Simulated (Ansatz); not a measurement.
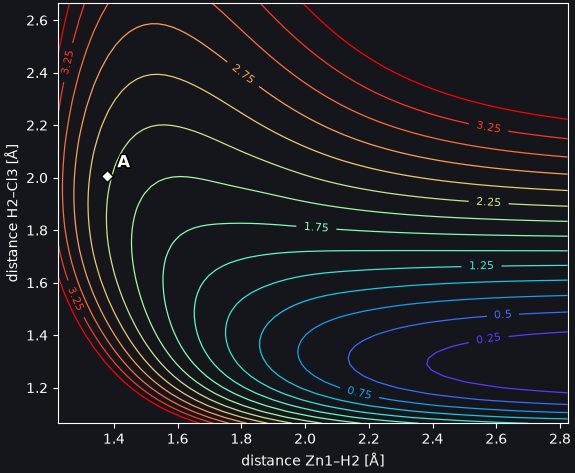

The system Zn + HCl. The first coordinate is: distance Zn1–H2; the second: distance H2–Cl3. Nothing is relaxed (the angle Zn1–H2–Cl3 is fixed at 100 degrees). The grid has 13 × 13 points. Energies: eV, counted from Zn far from the relaxed HCl (each part in its own basis). The reference is spin-restricted, so regions where a bond is pulled apart into radicals lie too high. Level of theory: RKS CAM-B3LYP-D4/def2-TZVPD in Ansatz 0.2.0.

In the figure: contour lines labelled in eV (none above 3.5), the point A. Between grid points the surface is interpolated.

Is A at rest? If not, where is it pushed?

Answer. A, at distance Zn1–H2 = 1.380 Å, distance H2–Cl3 = 2.008 Å, is not a stationary point. The computed force is 3.1 eV for each Å towards larger values of distance Zn1–H2 and 0.6 eV for each Å towards smaller values of distance H2–Cl3.
